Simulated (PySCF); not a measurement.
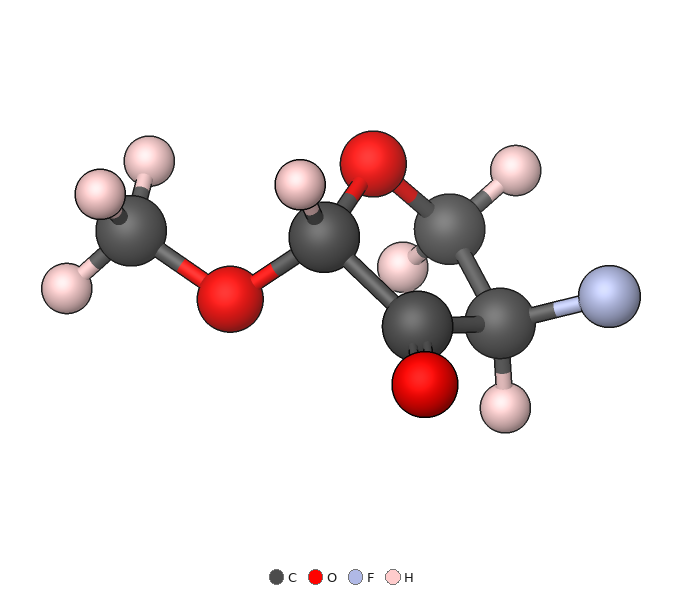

The picture shows a molecular structure as a ball-and-stick model. Double and triple bonds are drawn as two and three sticks.

The geometry was computed by an optimisation with GFN2-xTB. No frequency run is at hand to confirm it as a minimum.

Description:

The molecule is C5H7FO3. Its SMILES string is `CO[C@@H]1OC[C@@H](F)C1=O`. Independent rings (smallest set): 1 of 5 members. Among its groups: ether, ketone, C–F bond. The point group is C1. Coordination: 4 C tetrahedral; 2 O bent; 1 C trigonal planar.

More results for the same structure follow; atom numbers are the same in all pictures, views and colours differ.

**Geometry**

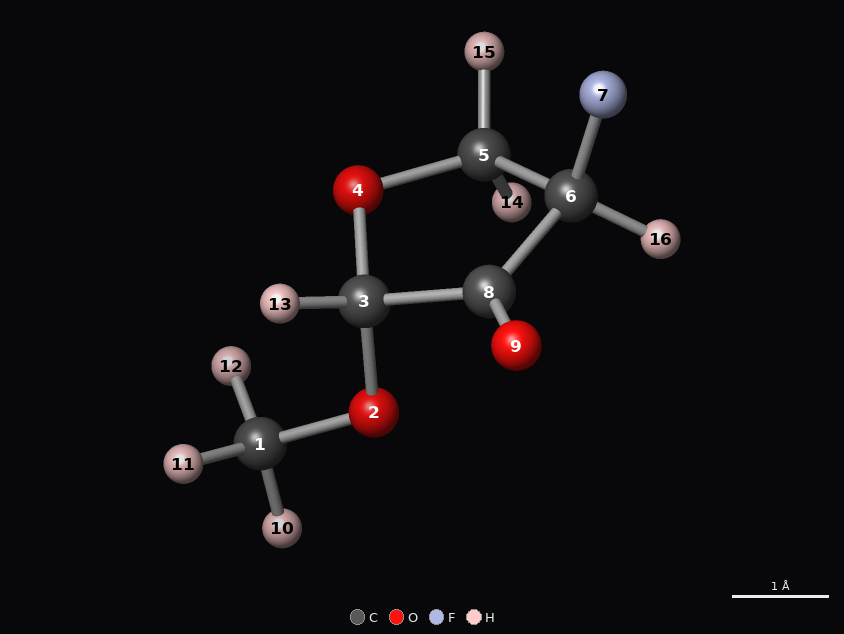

No frequency run is at hand to confirm it as a minimum.

Estimate the angles C1–O2–C3, O2–C1–H10, O2–C1–H12, O2–C3–C8, O2–C3–H13, C3–C8–O9, O4–C5–C6, O4–C5–H15, C5–C6–C8, C6–C5–H15, C6–C8–O9, F7–C6–H16.

```tsv
angle	degrees
C1–O2–C3	113.6
O2–C1–H10	105.8
O2–C1–H12	110.9
O2–C3–C8	106.2
O2–C3–H13	111.3
C3–C8–O9	127.6
O4–C5–C6	106.8
O4–C5–H15	107.3
C5–C6–C8	103.4
C6–C5–H15	111.9
C6–C8–O9	127.5
F7–C6–H16	106.6
```

**Electronic properties**

No frequency run is at hand to confirm it as a minimum. Level of theory: PBE0/def2-SVPD, gas phase (PySCF 2.14.0). Excitations: vertical, linear response.

What does the calculation give?

- dipole moment: 3.33 D
- HOMO energy (Kohn–Sham orbital): −7.73 eV
- LUMO energy (Kohn–Sham orbital): −1.84 eV
- HOMO–LUMO gap: 5.89 eV
- mean static polarisability: 68.5 bohr³
- lowest vertical singlet excitation: 3.75 eV
- its oscillator strength: 0.001

**NMR shielding**

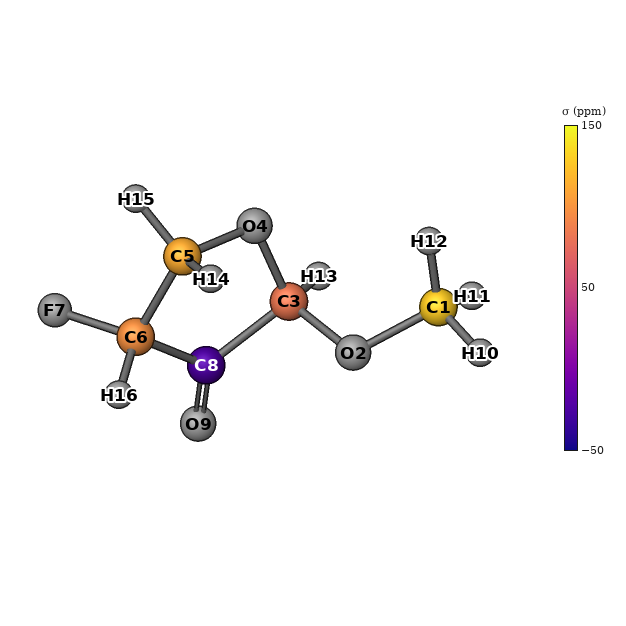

Atoms are coloured by their isotropic NMR shieldings (C only, the others grey). No frequency run is at hand to confirm it as a minimum. Level of theory: GIAO PBE0/pcSseg-1 NMR shielding, non-relativistic, gas phase (PySCF 2.14.0).

List the isotropic NMR shieldings of the C atoms.

| atom | σ (ppm) |
| --- | --- |
| C1 | 128.8 |
| C3 | 83.1 |
| C5 | 112.7 |
| C6 | 98.2 |
| C8 | −23.5 |

**Charges**

The questions are on ESP-fitted charges. No frequency run is at hand to confirm it as a minimum. Properties computed with PBE0/pcSseg-1, gas phase (PySCF 2.14.0).

Which atom carries the highest charge (most positive or least negative)?

Answer. C8 (0.55 e).

And the lowest?

Answer. O9 (−0.43 e).

List the ESP-fitted charges.

```
atom  value (e)
  C1      −0.08
  O2      −0.34
  C3       0.12
  O4      −0.36
  C5       0.05
  C6       0.04
  F7      −0.21
  C8       0.55
  O9      −0.43
 H10       0.11
 H11       0.08
 H12       0.09
 H13       0.12
 H14       0.08
 H15       0.10
 H16       0.09
```
